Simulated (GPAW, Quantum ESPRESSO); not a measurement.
# C K-edge XANES of HfC (Fm-3m), part 4 of 4

Aim: the C K edge of HfC (Fm-3m) by two routes, a Lanczos recursion (XSpectra) and a sum over empty bands (GPAW), to see which features are robust.

Quantum ESPRESSO 7.5 and GPAW 26.7.0; core-hole supercells, plane-wave PAW PBE.

So far. Step 10 (The field without a hole (GPAW)): The mesh shows no gap, so the system is treated as a metal and the core electron is put at the Fermi level (neutral cell). Step 11 (Spectrum without a core hole, C atom 2 (GPAW)): Main maxima below 24 eV (height): 1.9 eV (0.62), 3.1 eV (0.88), 5.5 eV (1.26) and 12.7 eV (2.04). 

The database entry behind the starting cell differs from later determinations by our own check (about 0.2 % long), so it need not match the best structure at ambient conditions.

## Step 13: Spectrum with XCH, C atom 2 (GPAW)

Level of this step: X-ray absorption from dipole matrix elements to empty bands, plane-wave PAW PBE (GPAW).

The holes are 5.7 Å apart. The excited electron is kept in the cell, where it fills the lowest empty states and screens the hole. After the field has converged, empty bands are computed with the density fixed and the dipole matrix elements are summed.

Input file xas.py:

```python
import numpy as np
from ase import Atoms
from ase.parallel import parprint, paropen
from gpaw import GPAW, PW, FermiDirac, Mixer, MixerDif, setup_paths
from gpaw.test import gen
setup_paths.insert(0, '.')
gen('C', name='fch1s', xcname='PBE', corehole=(1, 0, 1), write_xml=True)
from gpaw.mpi import world
world.barrier()

atoms = Atoms('Hf6C6',
    cell=[[2.325, 4.65, 2.325],
     [4.65, -2.325, -2.325],
     [-2.325, 4.65, -2.325]],
    scaled_positions=[[0.75, 0, 0.75],
     [0.25, 0.33333333, 0.91666667],
     [0.75, 0.66666667, 0.08333333],
     [0.75, 0.33333333, 0.41666667],
     [0.25, 0.66666667, 0.58333333],
     [0.25, 0, 0.25],
     [0, 0, 0],
     [0.5, 0.33333333, 0.16666667],
     [0, 0.66666667, 0.33333333],
     [0, 0.33333333, 0.66666667],
     [0.5, 0.66666667, 0.83333333],
     [0.5, 0, 0.5]],
    pbc=True)
atoms.calc = calc = GPAW(legacy_gpaw=True, mode=PW(500, force_complex_dtype=True), xc='PBE', setups={6: 'fch1s'},
    kpts={'size': (4, 4, 4), 'gamma': True}, occupations=FermiDirac(0.1),
    charge=-1, mixer=Mixer(0.1, 5, 50), maxiter=150,
    convergence={'density': 0.0001, 'eigenstates': 1e-6}, txt='scf.txt')
energy = atoms.get_potential_energy() + calc.get_reference_energy()
ef = calc.get_fermi_level()
out = dict(energy=energy, fermi=ef, forces=atoms.get_forces().tolist())
parprint(f'all-electron energy {energy:.4f} eV, Fermi level {ef:.4f} eV')
ev = np.array([[calc.get_eigenvalues(k, s) for k in range(len(calc.get_ibz_k_points()))] for s in range(calc.get_number_of_spins())])
out['homo'], out['lumo'], out['counts'] = ev[ev < ef].max(), ev[ev > ef].min(), sorted(set((ev < ef).sum((0, 2)).tolist()))
out['filled'] = (ev[:, 0] < ef).sum(1).tolist()

from ase.units import Ha
from gpaw.xas import dipole_matrix_elements
nb = int(calc.get_number_of_electrons() / 2) + 123
top, nb = nb, nb + 8 + nb // 12
nscf = calc.fixed_density(kpts={'size': (5, 5, 5), 'gamma': True}, nbands=nb,
    convergence={'bands': top, 'eigenstates': 5e-3}, maxiter=60, txt='nscf.txt')
cell = atoms.cell.array
ops = [cell.T @ U.T @ np.linalg.inv(cell.T) for U in nscf.wfs.kd.symmetry.op_scc]
E = np.arange(-6, 34, 0.1)
fwhm = np.interp(E, [4, 25], [0.9, 3.5])
Y, X, zero, highest = 0, 0, 1e9, 1e9
for spin in range(nscf.get_number_of_spins()):
    wfs = nscf.wfs
    mine = wfs.bd.get_slice()  # this rank's bands
    A = dipole_matrix_elements(wfs.setups[6])
    eps = np.zeros((wfs.kd.nibzkpts, nb))
    d = np.zeros((3, A.shape[1], wfs.kd.nibzkpts, nb), complex)
    for kpt in wfs.kpt_u:
        if kpt.s == spin and 6 in kpt.P_ani:
            eps[kpt.k, mine] = kpt.eps_n * Ha
            d[:, :, kpt.k, mine] = (kpt.weight * wfs.nspins / 2) ** 0.5 * np.inner(A, kpt.P_ani[6])
    world.sum(eps)
    world.sum(d)
    T = np.einsum('amkn,bmkn->abkn', d, d.conj()).real
    T = sum(np.einsum('ai,ijkn,bj->abkn', R, T, R) for R in ops) / len(ops)
    empty = eps > ef
    zero, highest = min(zero, eps[empty].min()), min(highest, eps[:, top - 1].min())
    lines = [(eps, T, empty)] if spin == 0 else lines + [(eps, T, empty)]
for eps, T, empty in lines:
    f = np.einsum('aakn->akn', T).reshape(3, -1)
    x = eps.ravel() - zero
    w = np.interp(x, E, fwhm) / 2.35482
    g = np.exp(-0.5 * ((E[:, None] - x) / w) ** 2) / (w * (2 * np.pi) ** 0.5)
    Y = Y + (f * empty.ravel()) @ g.T
    X = X + (f * ~empty.ravel()) @ g.T
out.update(E=E.round(2).tolist(), xas=Y.tolist(), xes=X.tolist(), zero=zero, valid=highest - zero, nk=len(eps), nb=nb)
for i in range(0, len(E), 10):
    parprint(f'{E[i]:7.2f}', *(f'{v:10.3e}' for v in Y[:, i]))
import json
with paropen('out.json', 'w') as f:
    json.dump(out, f)
```

The run is started by

```console
$ OMP_NUM_THREADS=1 mpirun -n 4 gpaw python xas.py
```

Numbers of over 12 decimals in the logs are rounded to 6 here.

The log of the run:

```text
Input parameters:
  charge: -1
  convergence: {density: 0.0001,
                eigenstates: 1e-06}
  kpts: {gamma: True,
         size: (4, 4, 4)}
  maxiter: 150
  mixer: {backend: pulay,
          beta: 0.1,
          method: separate,
          nmaxold: 5,
          weight: 50}
  mode: {ecut: 500.0,
         force_complex_dtype: True,
         name: pw}
  occupations: {fixmagmom: False,
                name: fermi-dirac,
                width: 0.1}
  setups: {6: fch1s}
  xc: PBE

Initialize ...

[... PAW data sets ...]

Reference energy: -2465178.088463  # eV

Spin-paired calculation

[... convergence settings ...]
Symmetries present (total): 4
  [... symmetry matrices ...]

64 k-points: 4 x 4 x 4 Monkhorst-Pack grid + [1/8,1/8,1/8]
24 k-points in the irreducible part of the Brillouin zone
       k-points in crystal coordinates                weights
   0:     0.00000000    0.00000000    0.00000000          1/64
   1:     0.00000000    0.25000000   -0.25000000          4/64
   2:     0.00000000    0.25000000    0.00000000          2/64
   3:     0.00000000    0.25000000    0.50000000          2/64
   4:     0.00000000    0.50000000    0.00000000          1/64
   5:     0.00000000    0.50000000    0.25000000          4/64
   6:     0.00000000    0.50000000    0.50000000          2/64
   7:     0.25000000   -0.25000000    0.50000000          2/64
   8:     0.25000000    0.00000000    0.00000000          2/64
   9:     0.25000000    0.00000000    0.25000000          4/64
          ...
  23:     0.50000000    0.50000000    0.50000000          2/64

Wave functions: Plane wave expansion
  Cutoff energy: 500.000 eV
  Number of coefficients (min, max): 3806, 3842
  Pulay-stress correction: 0.000000 eV/Ang^3 (de/decut=0.000000)
  Using FFTW library
  Wavefunction extrapolation:
    Improved wavefunction reuse through dual PAW basis

Occupation numbers: Fermi-Dirac:
  width: 0.1000  # eV

Eigensolver
   Davidson(niter=2)

Densities:
  Coarse grid: 30*30*30 grid
  Fine grid: 60*60*60 grid
  Total Charge: 0.000000

Density mixing:
  Method: separate
  Backend: pulay
  Linear mixing parameter: 0.1
  old densities: 5
  Width of damping distribution: 1.1
  Damping of long wavelength oscillations: 50

[... Hamiltonian set-up ...]
Number of atoms: 12
Number of atomic orbitals: 102
Number of bands in calculation: 63
Number of valence electrons: 97
Bands to converge: occupied

... initialized

Initializing position-dependent things.

Density initialized from atomic densities
Creating initial wave functions:
  63 bands from LCAO basis set

            Hf
          C     Hf

         Hf   C     Hf
       C  Hf    C

         C    Hf
             C

Atomic positions and initial magnetic moments

Positions:
   0 Hf     0.000000    6.975000    0.000000    ( 0.0000,  0.0000,  0.0000)
   1 Hf    -0.000000    4.650000   -2.325000    ( 0.0000,  0.0000,  0.0000)
   2 Hf     4.650000    2.325000   -0.000000    ( 0.0000,  0.0000,  0.0000)
   3 Hf     2.325000    4.650000   -0.000000    ( 0.0000,  0.0000,  0.0000)
   4 Hf     2.325000    2.325000   -2.325000    ( 0.0000,  0.0000,  0.0000)
   5 Hf     0.000000    2.325000    0.000000    ( 0.0000,  0.0000,  0.0000)
   6 C      0.000000    0.000000    0.000000    ( 0.0000,  0.0000,  0.0000)
   7 C      2.325000    2.325000    0.000000    ( 0.0000,  0.0000,  0.0000)
   8 C      2.325000   -0.000000   -2.325000    ( 0.0000,  0.0000,  0.0000)
   9 C     -0.000000    2.325000   -2.325000    ( 0.0000,  0.0000,  0.0000)
  10 C      2.325000    4.650000   -2.325000    ( 0.0000,  0.0000,  0.0000)
  11 C      0.000000    4.650000    0.000000    ( 0.0000,  0.0000,  0.0000)

Unit cell:
           periodic     x           y           z      points  spacing
  1. axis:    yes    2.325000    4.650000    2.325000    30     0.1790
  2. axis:    yes    4.650000   -2.325000   -2.325000    30     0.1644
  3. axis:    yes   -2.325000    4.650000   -2.325000    30     0.1572

  Lengths:   5.695064   5.695064   5.695064
  Angles:  120.000000  70.528779  99.594068

Effective grid spacing dv^(1/3) = 0.1774

iter:   1  -147.537823
iter:   2  -137.325988   -0.66  -0.86
iter:   3  -127.645479   +0.12  -0.97
iter:   4  -127.893230   -1.08  -1.39
iter:   5  -128.334873   -1.67  -1.40
iter:   6  -128.389444   -0.60  -1.48
iter:   7  -128.004680   -1.96  -1.79
iter:   8  -127.925422   -2.61  -2.05
iter:   9  -127.925854   -1.59  -2.28
iter:  10  -127.905604c  -1.92  -2.15
iter:  11  -127.881326c  -3.54  -2.35
iter:  12  -127.875545c  -2.61  -2.58
iter:  13  -127.874915c  -4.05  -3.06
iter:  14  -127.874788c  -4.79  -3.32
iter:  15  -127.874776c  -5.44  -3.66
iter:  16  -127.874773c  -6.29c -3.85
iter:  17  -127.874773c  -6.81c -3.98
iter:  18  -127.874773c  -7.37c -4.22c

Converged after 18 iterations.

Dipole moment: (0.000000, -0.000000, -0.000000) |e|*Ang

Energy contributions relative to reference atoms: (reference = -2465178.088463)

Kinetic:       +126.971120
Potential:     -137.483533
External:        +0.000000
XC:            -115.095822
Entropy (-ST):   -0.049842
Local:           -2.241616
SIC:             +0.000000
--------------------------
Free energy:   -127.899694
Extrapolated:  -127.874773

Showing only first 2 kpts
 Kpt  Band  Eigenvalues  Occupancy
  0    46     11.65007    0.17888
  0    47     11.69077    0.12274
  0    48     12.36632    0.00015
  0    49     12.36651    0.00015

  1    46     10.34171    1.99996
  1    47     10.52093    1.99975
  1    48     12.43518    0.00008
[...]
Fermi level: 11.41802

No gap
No difference between direct/indirect transitions

Forces in eV/Ang:
  0 Hf   -0.07526   -0.21975   -0.07526
  1 Hf    0.18883    0.04494    0.04436
  2 Hf   -0.18883   -0.04494   -0.04436
  3 Hf   -0.04436   -0.04494   -0.18883
  4 Hf    0.04436    0.04494    0.18883
  5 Hf    0.07526    0.21975    0.07526
  6 C     0.00000    0.00000    0.00000
  7 C    -0.00222    0.00000    0.00222
  8 C    -0.05156    0.00000    0.05156
  9 C     0.05156    0.00000   -0.05156
 10 C     0.00222    0.00000   -0.00222
 11 C     0.00000    0.00000    0.00000
Scalar-relativistic atomic PBE calculation for C (Carbon, Z=6)
Core hole in 1s state (1s occupation: 1.0)
300 radial gridpoints.
|------------------------------------------------|
|------------------------------------------------|
[... the atom generator's iteration count ...]

Energy contributions:
-------------------------
Kinetic:      +26.485384
XC:            -3.485579
Potential:    -49.578981
-------------------------
Total:        -26.579177

state      eigenvalue         ekin         rmax
-----------------------------------------------
1s^1.0 :   -12.360196    17.354082        0.168
2s^2.0 :    -1.099219     2.380344        1.061
2p^2.0 :    -0.784094     2.185307        0.924
-----------------------------------------------
(units: Bohr and Hartree)

Generating PAW setup
Kinetic energy of the core from tauc = 17.362309
Cutoffs:
rc(s)=1.200
rc(p)=1.200
rc(d)=1.200
rc(vbar)=1.080
rc(comp)=1.200
rc(nct)=1.200

Kinetic energy of the core states: 17.354082
Charge: 1.0
Core electrons: 1.0
Valence electrons: 4.0
Pseudo-core charge: 0.009353
Shape function alpha=6.944
Pseudo-electron charge 3.959458
state    eigenvalue         norm
--------------------------------
2s(2) :    -1.099219     1.082315
*s    :    -0.099219
2p(2) :    -0.784094     0.892738
*p    :     0.215906
*d    :     0.000000
--------------------------------

Diagonalizing with gridspacing h=0.050

state   all-electron     PAW
-------------------------------
2s:      -1.099219    -1.100079
2p:      -0.784094    -0.785584
*d:                   -0.070724
*f:                   -0.014625
-------------------------------
all-electron energy -2465305.9632 eV, Fermi level 11.4180 eV
[...]
31.00  1.503e-04  1.456e-04  1.503e-04
  32.00  9.990e-05  9.682e-05  9.990e-05
  33.00  8.023e-05  7.967e-05  8.023e-05
```

The job ended after 2.6 min (4 MPI ranks of Arm Neoverse V2, shared host; peak memory 0.52 GiB).

The C K spectrum, C atom 2, excited-electron core hole (neutral cell) (energy from the lowest empty level; intensity scaled to a mean of 1 over the first 20 eV):

```csv
E (eV),intensity
-2.0,0.00
-0.5,0.04
1.0,0.70
2.5,0.98
4.0,1.44
5.5,1.33
7.0,1.03
8.5,1.49
10.0,2.06
11.5,1.60
13.0,0.98
14.5,0.56
16.0,0.49
17.5,0.33
19.0,0.19
20.5,0.30
22.0,0.37
23.5,0.51
25.0,0.68
26.5,0.94
28.0,1.26
29.5,1.13
31.0,0.65
```

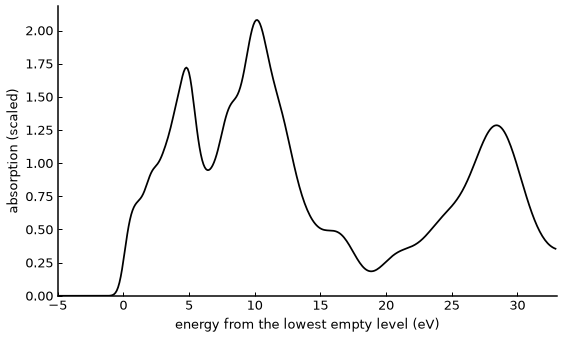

The C K edge, C atom 2, excited-electron core hole (neutral cell): main maxima at 4.8 and 10.2 eV.

Main maxima below 24 eV (height): 4.8 eV (1.72) and 10.2 eV (2.08). 

The total-energy difference is 287.93 eV. With the free-atom term of -6.71 eV for this edge, the photon energy is 281.22 eV.

## Step 14: The two programs side by side

The line shapes differ (Lorentzian half width 0.4 eV up to 4 eV, rising linearly to 1.75 eV at 25 eV (not a setting of the program: the run's 0.4 eV curve was folded afterwards with a further Lorentzian above 4 eV), against Gaussian full width 0.9 eV up to 4 eV, rising linearly to 3.5 eV at 25 eV), so both get a further Gaussian of 1.5 eV full width before they are compared; the Lorentzian tails remain.

```csv
E (eV),XSpectra,GPAW
-2.00,0.08,0.00
-1.25,0.12,0.02
-0.50,0.25,0.14
0.25,0.46,0.40
1.00,0.67,0.66
1.75,0.84,0.83
2.50,1.00,0.99
3.25,1.17,1.18
4.00,1.37,1.42
4.75,1.47,1.52
5.50,1.37,1.33
6.25,1.22,1.10
7.00,1.22,1.11
7.75,1.32,1.30
8.50,1.45,1.51
9.25,1.60,1.74
10.00,1.72,1.92
10.75,1.67,1.86
11.50,1.47,1.60
12.25,1.23,1.30
13.00,0.99,1.00
13.75,0.80,0.75
14.50,0.66,0.59
15.25,0.58,0.51
16.00,0.52,0.48
16.75,0.46,0.42
17.50,0.39,0.33
18.25,0.35,0.24
19.00,0.36,0.21
19.75,0.39,0.24
20.50,0.41,0.29
21.25,0.44,0.34
22.00,0.48,0.38
22.75,0.54,0.44
23.50,0.61,0.51
24.25,0.68,0.59
25.00,0.76,0.68
25.75,0.86,0.80
26.50,0.93,0.95
27.25,0.96,1.11
28.00,0.92,1.22
28.75,0.82,1.22
29.50,0.71,1.09
30.25,0.61,0.89
31.00,0.53,0.67
31.75,0.48,0.50
```

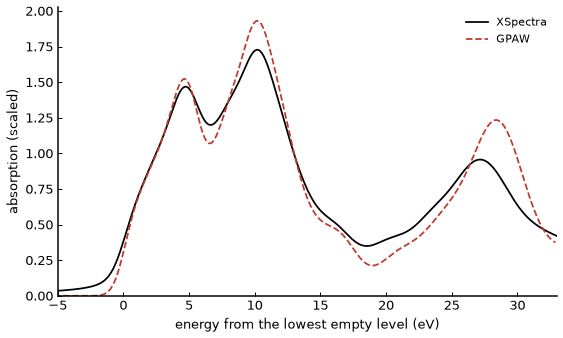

XSpectra and GPAW after a common extra broadening.

```csv
,XSpectra,GPAW
k mesh of the spectrum,6×6×6,5×5×5
cutoff (eV),626,500
"highest intensity below 16 eV after the common broadening, eV (height)",10.2 (1.73),10.2 (1.93)
"zero, corrected photon energy (eV)",281.2,281.2
"core time, hole field and spectrum",28 min,11 min
```

## Step 15: What the core hole does

XSpectra's curves. Both curves are counted from their own zero, so only the shift of weight within the empty states shows.

```csv
E (eV),no hole,XCH
-2.0,0.05,0.05
-1.0,0.09,0.10
0.0,0.34,0.35
1.0,0.53,0.66
2.0,0.60,0.87
3.0,0.69,1.05
4.0,0.83,1.28
5.0,1.02,1.56
6.0,1.17,1.18
7.0,0.83,1.13
8.0,0.98,1.41
9.0,1.05,1.45
10.0,1.19,2.14
11.0,1.85,1.73
12.0,1.84,1.47
13.0,2.11,1.01
14.0,1.54,0.70
15.0,0.96,0.49
16.0,0.77,0.61
17.0,0.87,0.42
18.0,0.38,0.17
19.0,0.20,0.22
20.0,0.38,0.44
21.0,0.49,0.35
22.0,0.30,0.29
23.0,0.30,0.60
24.0,0.74,0.72
25.0,0.47,0.67
26.0,0.69,1.28
27.0,1.04,1.49
28.0,1.62,1.34
29.0,1.77,0.94
30.0,1.23,0.50
31.0,0.74,0.45
32.0,0.62,0.40
```

With each curve scaled to its own mean, the area from −2 to 6 eV with the hole is 6.5 against 4.7, and the centre of weight from −1 to 20 eV moves by -1.4 eV: the hole pulls the absorber's empty states down.

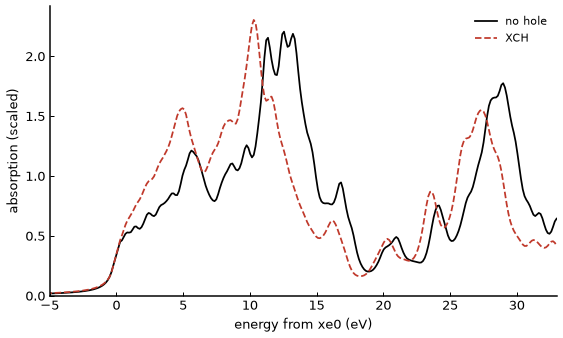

The C K edge with and without the core hole, each from its own zero; the highest intensity below 16 eV lies at 10.3 eV with the hole.

## Step 16: What came out

| Property | Result |
| --- | --- |
| absorber and edge | C K, atom 2 of the ground-state input (counted from 1) |
| surroundings | 6 Hf at 2.32 Å (octahedral, site symmetry m-3m) |
| highest intensity below 16 eV (XSpectra, narrow line) | 10.3 eV above the zero, height 2.30 |
| photon energy of the zero, with the added terms | 281.2 eV (raw 287.9 eV; uncertain by a few eV) |

**Reading.** The two programs agree closely: 8 % r.m.s. remains over the first 14 eV after a relative shift of 0.0 eV, and their photon-energy zeros differ by 0.0 eV. In XSpectra the C K edge of atom 2, with 6 Hf at 2.32 Å (octahedral, site symmetry m-3m), has its highest intensity of the first 16 eV at 10.3 eV above the zero, near 291 eV in photon energy (uncertain by a few eV), 2.3 times the mean level of the first 20 eV (Lorentzian half width 0.4 eV). In XSpectra: With each curve scaled to its own mean, the area from −2 to 6 eV with the hole is 6.5 against 4.7, and the centre of weight from −1 to 20 eV moves by -1.4 eV: the hole pulls the absorber's empty states down. In GPAW: With each curve scaled to its own mean, the area from −2 to 6 eV with the hole is 6.6 against 4.8, and the centre of weight from −1 to 20 eV moves by -1.5 eV: the hole pulls the absorber's empty states down. 3 further runs of this session are left out of this account as redundant. The holes are only 5.7 Å apart, so the shape is probably not converged with cell size; no larger cell was run here. The structure is a published determination, not relaxed.

[Banner, clock and machine lines of the logs are left out without a mark of their own.]

[Logs are printed without paths, hosts, clocks, repeated set-up lines and the standing remarks that a program may print on its own settings, such as how far it seeks lower states.]

[Hosts, paths, dates, database ids (printed as entryN), source tags and the programs' standing remarks are cut or masked in the printed files.]

[Lists of maxima count a maximum above −3 eV only where it reaches 4 % of the highest in the window and stands out from its surroundings by 2 % of it (1.5 % where it reaches 55 %); shoulders and weaker maxima are passed over, and of the rest the first, up to two pre-edge ones and the few strongest are named.]
